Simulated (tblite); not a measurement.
# C₅H₁₅NOSi₂: geometry relaxation (part 1 of 4)

- system: C₅H₁₅NOSi₂, SMILES CNC(=O)[C@@H]([SiH3])C[SiH2]C
- method: GFN2-xTB geometry optimisation, gas phase (tblite 0.8.0)

It belongs to a series of runs on one base structure; here: NH inserted into a C-C bond.

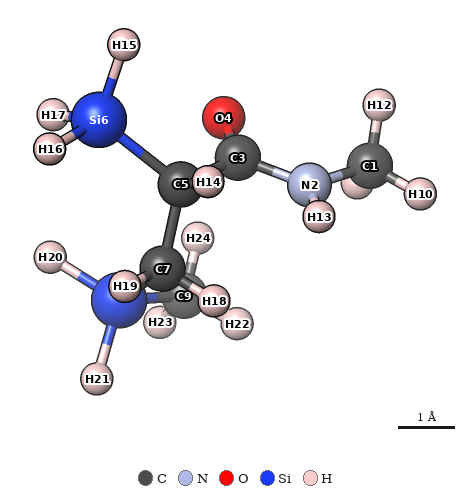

Figure 1. The structure as given in the input (ball-and-stick view, seen at a tilt; atoms are numbered from 1 in the order of the input).

### Input
```
{"job": {"kind": "relax", "xc": "GFN2-xTB", "basis": "xTB"}, "charge": 0, "multiplicity": 1}
C     -2.554500    -1.783700    -0.408600
N     -1.923300    -0.491800    -0.317200
C     -0.938800    -0.265000     0.647300
O     -0.580900    -1.110900     1.430600
C     -0.363500     1.142100     0.586600
Si     0.331800     1.747600     2.227400
C      0.548600     1.322600    -0.666100
Si     2.107900     0.270800    -0.837900
C      1.746400    -1.514100    -1.189500
H     -3.268600    -1.758500    -1.240400
H     -1.810700    -2.555400    -0.575800
H     -3.101700    -1.991600     0.524600
H     -2.207800     0.245200    -0.925900
H     -1.214300     1.815300     0.415300
H     -0.721700     1.754300     3.277900
H      0.777500     3.158200     2.071000
H      1.514400     0.959500     2.670000
H     -0.049500     1.137000    -1.566700
H      0.867600     2.371400    -0.713000
H      2.958200     0.416300     0.368300
H      2.867200     0.827500    -1.979800
H      1.048700    -1.614500    -2.030600
H      2.664400    -2.043800    -1.432600
H      1.290600    -2.018800    -0.327300
```

The first line tells a small driver script what to run in tblite; the rest is the geometry in Å.

Command:
```bash
OMP_NUM_THREADS=1 python <driver script> task.json out
```

### Log
```
step      E/eV     max force
  0    -783.50428    1.992
  1    -783.59504    0.992
  2    -783.61605    0.681
  3    -783.62710    0.261
  4    -783.63740    0.217
  5    -783.64491    0.233
  6    -783.65207    0.239
  7    -783.65874    0.208
  8    -783.66337    0.132
  9    -783.66667    0.122
 10    -783.66986    0.127
 11    -783.67351    0.154
 12    -783.67733    0.143
 13    -783.68058    0.108
 14    -783.68305    0.087
 15    -783.68534    0.107
 16    -783.68798    0.138
 17    -783.69079    0.143
 18    -783.69330    0.118
 19    -783.69540    0.095
 20    -783.69739    0.094
 21    -783.69964    0.097
 22    -783.70220    0.107
 23    -783.70489    0.130
 24    -783.70752    0.122
 25    -783.71004    0.134
 26    -783.71234    0.119
 27    -783.71413    0.080
 28    -783.71537    0.081
 29    -783.71630    0.066
 30    -783.71716    0.069
 31    -783.71800    0.060
 32    -783.71875    0.055
 33    -783.71943    0.051
 34    -783.72007    0.057
 35    -783.72069    0.051
 36    -783.72127    0.061
 37    -783.72181    0.062
 38    -783.72235    0.055
 39    -783.72288    0.061
 40    -783.72340    0.046
 41    -783.72388    0.042
 42    -783.72429    0.040
 43    -783.72461    0.039
 44    -783.72486    0.037
 45    -783.72511    0.040
 46    -783.72541    0.045
 47    -783.72576    0.056
 48    -783.72615    0.046
 49    -783.72651    0.051
 50    -783.72684    0.048
 51    -783.72721    0.045
 52    -783.72766    0.058
 53    -783.72819    0.049
 54    -783.72875    0.047
 55    -783.72930    0.046
 56    -783.72986    0.062
 57    -783.73051    0.074
 58    -783.73125    0.065
 59    -783.73199    0.053
 60    -783.73262    0.053
 61    -783.73318    0.050
 62    -783.73377    0.062
 63    -783.73443    0.074
 64    -783.73510    0.070
 65    -783.73573    0.058
 66    -783.73633    0.056
 67    -783.73708    0.061
 68    -783.73808    0.083
 69    -783.73911    0.078
 70    -783.73972    0.162
 71    -783.74088    0.072
 72    -783.74198    0.106
 73    -783.74303    0.135
 74    -783.74420    0.112
 75    -783.74521    0.064
 76    -783.74593    0.050
 77    -783.74632    0.046
 78    -783.74656    0.060
 79    -783.74679    0.030
 80    -783.74702    0.023
 81    -783.74719    0.032
 82    -783.74740    0.041
 83    -783.74774    0.041
 84    -783.74815    0.044
 85    -783.74857    0.042
 86    -783.74892    0.037
 87    -783.74924    0.044
 88    -783.74963    0.044
 89    -783.75012    0.041
 90    -783.75071    0.046
 91    -783.75132    0.054
 92    -783.75198    0.073
 93    -783.75267    0.075
 94    -783.75331    0.071
 95    -783.75375    0.046
 96    -783.75407    0.045
 97    -783.75434    0.044
 98    -783.75470    0.049
 99    -783.75525    0.062
100    -783.75586    0.063
101    -783.75637    0.046
102    -783.75677    0.040
103    -783.75717    0.058
104    -783.75764    0.062
105    -783.75807    0.044
106    -783.75832    0.035
107    -783.75845    0.035
108    -783.75856    0.023
109    -783.75872    0.029
110    -783.75890    0.031
111    -783.75904    0.032
112    -783.75917    0.021
113    -783.75928    0.021
114    -783.75940    0.026
115    -783.75958    0.032
116    -783.75978    0.032
117    -783.75996    0.024
118    -783.76006    0.022
119    -783.76014    0.019
120    -783.76025    0.018
121    -783.76037    0.019
122    -783.76047    0.020
123    -783.76054    0.016
124    -783.76060    0.015
125    -783.76066    0.015
126    -783.76075    0.023
127    -783.76084    0.024
128    -783.76092    0.020
129    -783.76100    0.017
130    -783.76108    0.021
131    -783.76116    0.027
132    -783.76126    0.029
133    -783.76136    0.020
134    -783.76147    0.027
135    -783.76159    0.030
136    -783.76171    0.027
137    -783.76184    0.026
138    -783.76199    0.023
139    -783.76215    0.024
140    -783.76230    0.027
141    -783.76248    0.031
142    -783.76270    0.029
143    -783.76295    0.027
144    -783.76317    0.022
145    -783.76333    0.023
146    -783.76344    0.023
147    -783.76353    0.017
148    -783.76359    0.016
149    -783.76365    0.016
150    -783.76371    0.018
151    -783.76379    0.019
152    -783.76387    0.017
153    -783.76396    0.019
154    -783.76405    0.027
155    -783.76415    0.028
156    -783.76427    0.024
157    -783.76437    0.015
158    -783.76442    0.013
159    -783.76445    0.014
160    -783.76448    0.014
161    -783.76452    0.014
162    -783.76456    0.017
163    -783.76461    0.015
164    -783.76464    0.013
165    -783.76469    0.017
166    -783.76475    0.020
167    -783.76484    0.021
168    -783.76492    0.023
169    -783.76499    0.017
170    -783.76506    0.018
171    -783.76513    0.020
172    -783.76522    0.021
173    -783.76533    0.022
174    -783.76545    0.025
175    -783.76556    0.022
176    -783.76566    0.024
177    -783.76578    0.026
178    -783.76598    0.036
179    -783.76634    0.048
180    -783.76679    0.051
181    -783.76720    0.063
182    -783.76748    0.095
183    -783.76797    0.084
184    -783.76846    0.075
185    -783.76966    0.069
186    -783.77073    0.118
187    -783.77161    0.106
188    -783.77266    0.084
189    -783.77365    0.105
190    -783.77464    0.075
191    -783.77647    0.072
192    -783.77794    0.099
193    -783.77895    0.074
194    -783.77932    0.138
195    -783.78013    0.132
196    -783.78108    0.079
197    -783.78203    0.067
198    -783.78368    0.127
199    -783.78537    0.150
200    -783.78746    0.135
201    -783.78923    0.099
202    -783.79025    0.090
203    -783.79099    0.049
204    -783.79183    0.044
205    -783.79262    0.069
206    -783.79329    0.070
207    -783.79409    0.067
208    -783.79516    0.077
209    -783.79565    0.054
210    -783.79632    0.046
211    -783.79711    0.057
212    -783.79759    0.062
213    -783.79812    0.055
214    -783.79861    0.043
215    -783.79920    0.042
216    -783.79953    0.047
217    -783.80020    0.045
218    -783.80075    0.048
219    -783.80100    0.063
220    -783.80131    0.064
221    -783.80157    0.038
222    -783.80181    0.030
223    -783.80211    0.040
224    -783.80243    0.039
225    -783.80271    0.029
226    -783.80289    0.031
227    -783.80300    0.031
228    -783.80308    0.021
229    -783.80318    0.030
230    -783.80329    0.026
231    -783.80343    0.029
232    -783.80357    0.036
233    -783.80379    0.035
234    -783.80400    0.032
235    -783.80422    0.033
236    -783.80449    0.042
237    -783.80485    0.057
238    -783.80527    0.054
239    -783.80568    0.037
240    -783.80603    0.028
241    -783.80636    0.033
242    -783.80669    0.041
243    -783.80701    0.041
244    -783.80730    0.043
245    -783.80758    0.036
246    -783.80787    0.033
247    -783.80815    0.036
248    -783.80840    0.031
249    -783.80861    0.034
250    -783.80877    0.033
251    -783.80891    0.038
252    -783.80904    0.030
253    -783.80917    0.025
254    -783.80931    0.018
255    -783.80941    0.023
256    -783.80948    0.020
257    -783.80954    0.022
258    -783.80961    0.022
259    -783.80968    0.022
260    -783.80975    0.025
261    -783.80981    0.022
262    -783.80987    0.021
263    -783.80995    0.028
264    -783.81004    0.032
265    -783.81015    0.031
266    -783.81026    0.028
267    -783.81035    0.024
268    -783.81042    0.028
269    -783.81048    0.024
270    -783.81054    0.020
271    -783.81061    0.019
272    -783.81067    0.015
273    -783.81071    0.011
274    -783.81075    0.011
275    -783.81078    0.009
```

### Trajectory as extended XYZ (Å, eV, eV/Å), 34 of the 276 frames kept, from step=0 to step=275
```
24
Properties=species:S:1:pos:R:3:forces:R:3 step=0 energy=-783.50428
C    -2.5545   -1.7837   -0.4086   -0.6350   0.2650  -0.0720
N    -1.9233   -0.4918   -0.3172    1.3720  -0.1190   1.4390
C    -0.9388   -0.2650    0.6473   -0.6750   0.5470  -1.1950
O    -0.5809   -1.1109    1.4306   -0.0450  -0.1740   0.0320
C    -0.3635    1.1421    0.5866   -0.2550   0.0320  -0.9220
Si    0.3318    1.7476    2.2274    0.7750  -0.0550   0.9620
C     0.5486    1.3226   -0.6661   -0.3740   0.1250   0.3130
Si    2.1079    0.2708   -0.8379    0.8150   0.6420   0.5340
C     1.7464   -1.5141   -1.1895   -0.5210  -0.9190  -0.0530
H    -3.2686   -1.7585   -1.2404    0.1800  -0.1380   0.1930
H    -1.8107   -2.5554   -0.5758    0.0670  -0.1590   0.0300
H    -3.1017   -1.9916    0.5246    0.1760  -0.1010  -0.2320
H    -2.2078    0.2452   -0.9259   -0.0620   0.2100  -0.1480
H    -1.2143    1.8153    0.4153   -0.1890   0.0000  -0.1270
H    -0.7217    1.7543    3.2779    0.2150  -0.0840  -0.3630
H     0.7775    3.1582    2.0710   -0.1390  -0.2920  -0.0920
H     1.5144    0.9595    2.6700   -0.4490   0.2190  -0.1510
H    -0.0495    1.1370   -1.5667   -0.0650   0.1330   0.0920
H     0.8676    2.3714   -0.7130   -0.1930  -0.1260   0.0630
H     2.9582    0.4163    0.3683   -0.1630  -0.0230  -0.2100
H     2.8672    0.8275   -1.9798   -0.0970  -0.0030   0.0400
H     1.0487   -1.6145   -2.0306    0.2430  -0.0990   0.1840
H     2.6644   -2.0438   -1.4326   -0.1260  -0.0530  -0.0440
H     1.2906   -2.0188   -0.3273    0.1450   0.1740  -0.2740
24
Properties=species:S:1:pos:R:3:forces:R:3 step=8 energy=-783.66337
C    -2.5528   -1.7729   -0.3985    0.0500  -0.0080  -0.0020
N    -1.8912   -0.4892   -0.2940   -0.0760  -0.0330  -0.0270
C    -0.9319   -0.2281    0.6251   -0.0330   0.0070  -0.0280
O    -0.5527   -1.0660    1.4195    0.1100   0.0490   0.0550
C    -0.3935    1.1803    0.5579   -0.0030  -0.0570  -0.0310
Si    0.3625    1.7151    2.2285    0.0320  -0.0310   0.0900
C     0.5373    1.3384   -0.6549   -0.0200   0.0490  -0.0470
Si    2.1304    0.2839   -0.8019   -0.0480   0.0030   0.0460
C     1.7380   -1.5332   -1.1858    0.0090   0.0030   0.0100
H    -3.2503   -1.7526   -1.2312   -0.0060   0.0080  -0.0030
H    -1.8194   -2.5643   -0.5629    0.0500   0.0230   0.0000
H    -3.0926   -2.0115    0.5210    0.0140   0.0720   0.0160
H    -2.1890    0.2494   -0.9117   -0.0010  -0.0770   0.0370
H    -1.2604    1.8366    0.3817    0.0520   0.0260   0.0030
H    -0.7058    1.7193    3.2297   -0.0260  -0.0870  -0.0060
H     0.7648    3.1173    2.0432    0.0520  -0.0100  -0.0410
H     1.5105    0.9316    2.6722   -0.0850  -0.0220  -0.0820
H    -0.0556    1.1607   -1.5590    0.0390   0.0020  -0.0560
H     0.8293    2.3891   -0.6973    0.0610   0.0470  -0.0170
H     2.9752    0.4218    0.3945   -0.0850  -0.0160  -0.0930
H     2.8509    0.8377   -1.9692   -0.0380   0.0000   0.0810
H     1.0601   -1.6410   -2.0284   -0.0550   0.0590   0.0010
H     2.6407   -2.0807   -1.4404    0.0370   0.0060   0.0590
H     1.2840   -2.0220   -0.3303   -0.0300  -0.0120   0.0360
24
Properties=species:S:1:pos:R:3:forces:R:3 step=17 energy=-783.69079
C    -2.5325   -1.7780   -0.3816    0.0230  -0.0360   0.0010
N    -1.8782   -0.4916   -0.2784   -0.1000  -0.0560  -0.0850
C    -0.9085   -0.1981    0.6170   -0.1160  -0.0300  -0.0670
O    -0.4852   -1.0068    1.4216    0.0230   0.0400  -0.0090
C    -0.4030    1.2154    0.5264   -0.0270  -0.0710   0.0290
Si    0.3552    1.6821    2.2120    0.0490  -0.0150   0.0700
C     0.5316    1.3705   -0.6772    0.0030   0.0350  -0.0220
Si    2.0978    0.2820   -0.7837    0.0400   0.0530   0.0200
C     1.7143   -1.5355   -1.1600    0.0050   0.0390  -0.0010
H    -3.2286   -1.7632   -1.2178    0.0280   0.0160   0.0310
H    -1.7954   -2.5657   -0.5477    0.0260   0.0060   0.0520
H    -3.0801   -2.0078    0.5355    0.0440   0.0060   0.0100
H    -2.1919    0.2313   -0.9043    0.0200   0.0230   0.0190
H    -1.2685    1.8754    0.3633    0.0180  -0.0290  -0.0380
H    -0.7226    1.6289    3.2051    0.0400   0.0150  -0.0430
H     0.7991    3.0701    2.0161    0.0110   0.0160   0.0860
H     1.4831    0.8572    2.6190   -0.0300  -0.0160  -0.0350
H    -0.0402    1.2052   -1.5969   -0.0340   0.0060  -0.0130
H     0.8467    2.4142   -0.7103    0.0600   0.0570  -0.0170
H     2.9423    0.4156    0.4055   -0.0360  -0.0030   0.0160
H     2.8276    0.8526   -1.9312    0.0280  -0.0310  -0.0240
H     1.0472   -1.6284   -2.0122   -0.0480  -0.0350  -0.0170
H     2.6252   -2.0750   -1.4001    0.0160  -0.0120   0.0090
H     1.2527   -2.0303   -0.3123   -0.0440   0.0190   0.0290
24
Properties=species:S:1:pos:R:3:forces:R:3 step=25 energy=-783.71004
C    -2.5073   -1.7977   -0.3625    0.0500   0.0620   0.0410
N    -1.8824   -0.4930   -0.2915   -0.0130   0.0120  -0.0840
C    -0.9044   -0.1723    0.5814   -0.0570  -0.0300   0.0160
O    -0.4656   -0.9670    1.3931    0.0540  -0.0060   0.0340
C    -0.4051    1.2441    0.4896   -0.0370  -0.0570   0.0370
Si    0.3628    1.6450    2.1905    0.0110  -0.0120   0.0700
C     0.5361    1.4124   -0.7061    0.0020  -0.0100  -0.0140
Si    2.0824    0.2981   -0.7842    0.0460   0.0000  -0.0080
C     1.6801   -1.5183   -1.1386   -0.0070  -0.0130   0.0070
H    -3.2065   -1.8084   -1.1978    0.0820  -0.0690   0.0800
H    -1.7464   -2.5714   -0.4956   -0.0420   0.0630  -0.0350
H    -3.0404   -2.0138    0.5670   -0.0110   0.0140  -0.0260
H    -2.2128    0.2264   -0.9114   -0.0560  -0.0200  -0.0590
H    -1.2739    1.8962    0.3244    0.0110   0.0380   0.0160
H    -0.7191    1.5751    3.1742    0.0000   0.0000  -0.0030
H     0.8383    3.0339    2.0944    0.0060  -0.0230   0.0120
H     1.4608    0.7608    2.5493   -0.0180   0.0270  -0.0030
H    -0.0407    1.2668   -1.6255    0.0260   0.0100  -0.0510
H     0.8811    2.4483   -0.7278   -0.0420   0.0330   0.0190
H     2.8841    0.4144    0.4380   -0.0050   0.0220  -0.0570
H     2.8490    0.8319   -1.9256    0.0300  -0.0130   0.0070
H     1.0188   -1.6388   -1.9915   -0.0040   0.0190  -0.0550
H     2.5956   -2.0624   -1.3491   -0.0100  -0.0500  -0.0130
H     1.2037   -1.9907   -0.2871   -0.0150   0.0040   0.0700
24
Properties=species:S:1:pos:R:3:forces:R:3 step=33 energy=-783.71943
C    -2.4870   -1.8033   -0.3467    0.0230   0.0270  -0.0150
N    -1.8815   -0.4896   -0.3163   -0.0160   0.0120  -0.0170
C    -0.9116   -0.1551    0.5605   -0.0020  -0.0300  -0.0010
O    -0.4656   -0.9478    1.3719   -0.0080  -0.0240   0.0350
C    -0.4072    1.2566    0.4775   -0.0150  -0.0180  -0.0120
Si    0.3622    1.6211    2.1907   -0.0030  -0.0160   0.0100
C     0.5372    1.4298   -0.7182    0.0300   0.0070  -0.0080
Si    2.0809    0.3050   -0.7966    0.0310  -0.0050   0.0080
C     1.6605   -1.5149   -1.1274    0.0020   0.0100  -0.0050
H    -3.1841   -1.8582   -1.1791    0.0080  -0.0150   0.0150
H    -1.7116   -2.5617   -0.4714   -0.0210   0.0020   0.0430
H    -3.0184   -2.0024    0.5882    0.0390  -0.0060  -0.0330
H    -2.2429    0.2158   -0.9356   -0.0090   0.0030  -0.0160
H    -1.2682    1.9195    0.3197   -0.0100   0.0340   0.0000
H    -0.7254    1.5490    3.1679    0.0010  -0.0160  -0.0060
H     0.8589    3.0044    2.1395   -0.0080  -0.0080  -0.0210
H     1.4536    0.7224    2.5256   -0.0060   0.0060   0.0230
H    -0.0278    1.2990   -1.6485   -0.0200  -0.0130   0.0240
H     0.8729    2.4687   -0.7209    0.0430   0.0190  -0.0110
H     2.8686    0.4301    0.4326    0.0190   0.0130  -0.0360
H     2.8808    0.8147   -1.9271   -0.0280  -0.0050   0.0080
H     1.0064   -1.6376   -1.9868   -0.0350   0.0140   0.0040
H     2.5633   -2.0849   -1.3266    0.0110   0.0030   0.0170
H     1.1744   -1.9607   -0.2652   -0.0240   0.0060  -0.0070
```
